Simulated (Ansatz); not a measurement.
## Electronic structure of C3H6AlNTe in real space

The calculation's input:

```
crystal:
  periodic: [false, false, false]
  atoms:
    - { symbol: C, position_ang: [0.1956, -0.879, -2.8194] }
    - { symbol: C, position_ang: [0.1586, -0.4474, -1.6911] }
    - { symbol: "N", position_ang: [0.1479, 0.0101, -0.3772] }
    - { symbol: C, position_ang: [1.5087, 0.1488, 0.3652] }
    - { symbol: Al, position_ang: [-1.4768, 0.449, 0.4639] }
    - { symbol: Te, position_ang: [-1.4925, 1.3125, 2.949] }
    - { symbol: H, position_ang: [0.1605, -1.1738, -3.8286] }
    - { symbol: H, position_ang: [1.48243, -0.52946, 1.24544] }
    - { symbol: H, position_ang: [1.69579, 1.11974, 0.65183] }
    - { symbol: H, position_ang: [2.29406, -0.22191, -0.37573] }
    - { symbol: H, position_ang: [-2.8605, 0.3048, -0.3009] }
    - { symbol: H, position_ang: [-1.5948, -0.3341, 3.5261] }
basis:
  gaussian: { orbitals: def2-SVP }
hamiltonian:
  xc: b3lyp
relax:
  f_tol: 0.015
  max_steps: 40
output:
  orbitals: {}
```

Run with:

```sh
ansatz run input.yaml --threads 2 --pin off --max-ram 3072MiB --backend cpu --events-out ev --progress --plain --runs-dir out
```

The fields are those of the relaxed geometry.

Core potentials replace the inner electrons of Te.

Method: RKS B3LYP/def2-SVP (Ansatz 0.2.0).

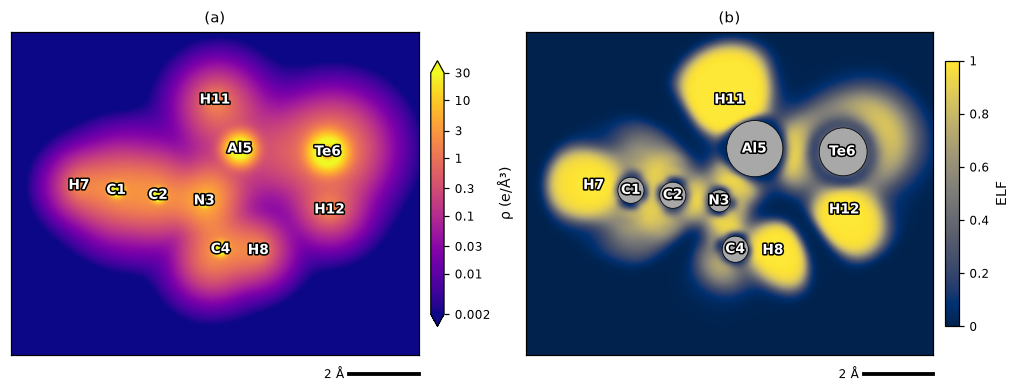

Figure 1. (a) electron density; (b) electron localisation function on the plane of atoms Al5, Te6 and H12. Grey discs cover the atomic cores in the ELF map.

**What do the fields say about this system?**

- The plane passes through C, N, Al, Te and H nuclei.
- C–C (1.22 Å): the density is about 2.6 e/Å³ at the midpoint; the ELF peaks at about 0.80 between the atoms (a short, multiple covalent bond).
- C–N (1.35 Å): the density is about 2.3 e/Å³ at the midpoint; the ELF peaks at about 0.90 between the atoms (localised, covalent bonding).
- Al–N (1.82 Å): ρ is about 0.76 e/Å³ halfway; the ELF peaks at about 0.95 in the valence shell of N, 0.7 Å from its nucleus, and is about 0.60 at the midpoint.
- Al–Te (2.55 Å): ρ at the midpoint is about 0.51 e/Å³; the ELF peaks at about 0.90 between the atoms; a shared electron pair.
- C–H (1.07 Å): the density is about 2 e/Å³ at the midpoint; the ELF climbs to about 1 towards the hydrogen, as it does in any bond to H (an ordinary covalent bond to hydrogen).
- The ELF also peaks beside Te6, away from the bonds: lone-pair regions.

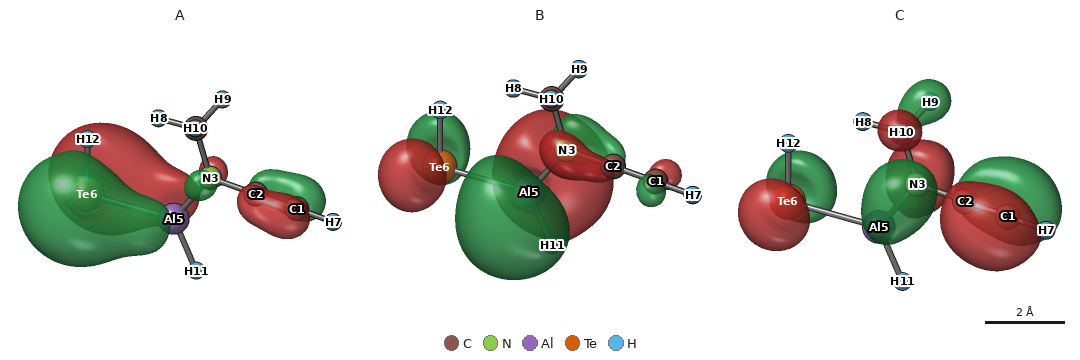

Figure 2. Three frontier orbitals at ±0.08 Å⁻³ᐟ² (green and red are the two phases), in no order.

**Which picture is the HOMO−1, the HOMO and the LUMO?**

A is the HOMO−1 (−6.64 eV). By Hirshfeld shares it lies mainly on Te6 (about 75 %) and Al5 (about 10 %). C is the HOMO (−5.97 eV). It lies mainly on C1 (about 35 %), N3 (about 25 %), C2 (about 15 %) and Te6 (about 10 %). B is the LUMO (−1.18 eV). It lies mainly on Al5 (about 65 %), Te6 (about 15 %) and N3 (about 5 %).

**What is the HOMO–LUMO gap?**

4.79 eV between the orbital energies.

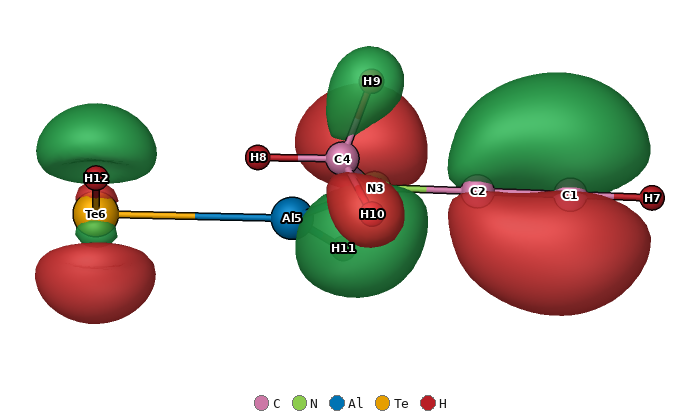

Figure 3. The HOMO at ±0.1 Å⁻³ᐟ² (green and red are the two phases), seen from one side.

**What is the character of this orbital?**

It lies mainly on C1 (about 35 %), N3 (about 25 %), C2 (about 15 %) and Te6 (about 10 %). Its energy is −5.97 eV.
